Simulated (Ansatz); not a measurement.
**F₃NSi₂ (SMILES F[Si]N=[Si](F)F): density, localisation and related maps**

```csv
atom,x (Å),y (Å),z (Å)
F,-2.1573,2.8501,-1.2186
F,2.0335,0.1490,-1.5854
F,0.9192,-0.6957,0.4985
N,-0.7292,0.6884,-1.3329
Si,-2.2099,1.3382,-1.8601
Si,0.6386,0.1331,-0.8267
```

Geometry: B3LYP-D3(BJ)/6-311G**.

Computed with isolated molecule in a Gaussian basis; Kohn-Sham density functional theory, functional PBE0 in Ansatz.

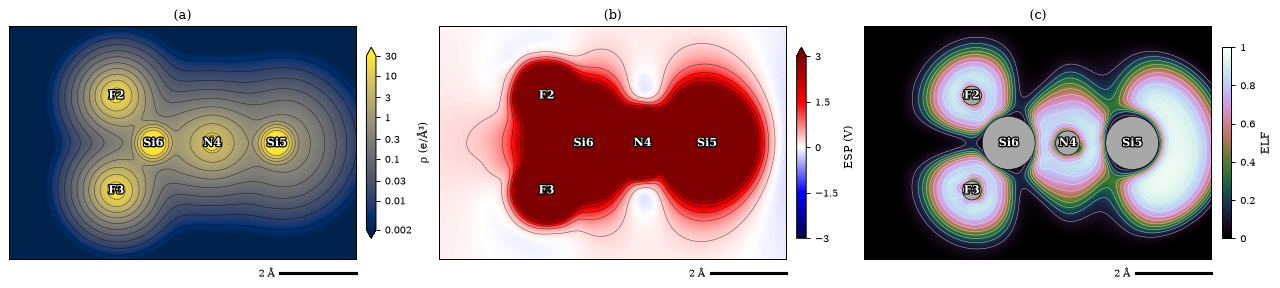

Figure 1. (a) total electron density; (b) electrostatic potential; (c) electron localisation function on the plane of atoms F3, Si6 and N4. Grey discs cover the atomic cores in the ELF map.

### Read the bonding off the picture.

The plane passes through F, N and Si nuclei. Si–N (1.56 Å): ρ is about 1.4 e/Å³ halfway; the ELF peaks at about 0.85 between the atoms; a polar covalent bond. Si–F (1.59 Å): ρ is about 1.2 e/Å³ halfway; the ELF peaks at about 0.85 in the valence shell of F, 0.6 Å from its nucleus, and is about 0.55 at the midpoint. Si–N (1.70 Å): ρ at the midpoint is about 1.1 e/Å³; the ELF peaks at about 0.90 between the atoms: a polar covalent bond. The ELF also peaks beside F3, Si5 and F2, away from the bonds: lone-pair regions. The potential has no marked negative region in this plane.

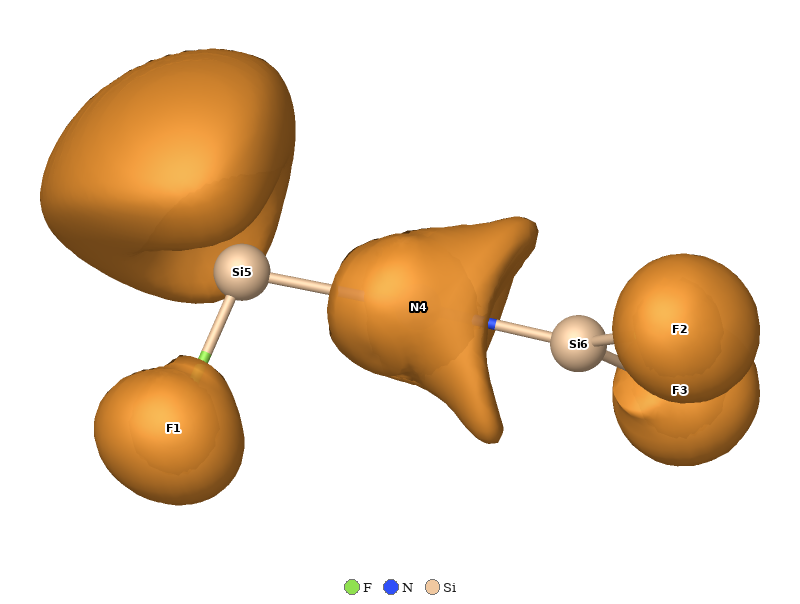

Figure 2. Isosurface of the ELF at 0.8 (orange), seen from one side. Only the valence region is drawn (cores and ρ < 0.01 e/Å³ removed).

### Describe the localisation domains.

At this value the surface marks out one lobe on Si, pointing away from the bonds (lone pairs), three regions wrapped around F (its lone pairs, merged into a ring or cap) and one region wrapped around N (its valence shell).

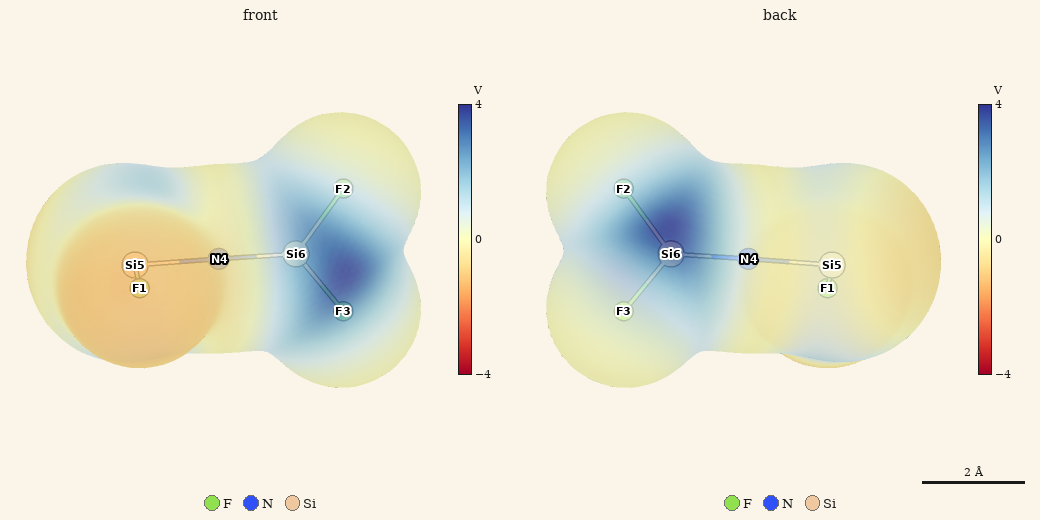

Figure 3. The electrostatic potential painted on the density surface at 0.002 e/bohr³, seen from the front and from behind; red is negative and blue positive.

### Which sites attract a positive test charge, and which a negative one?

A positive charge is drawn to the negative regions and a negative charge to the positive ones. The most negative region (about −1.2 V) lies over F1, the most positive (about +3.8 V) over Si6.
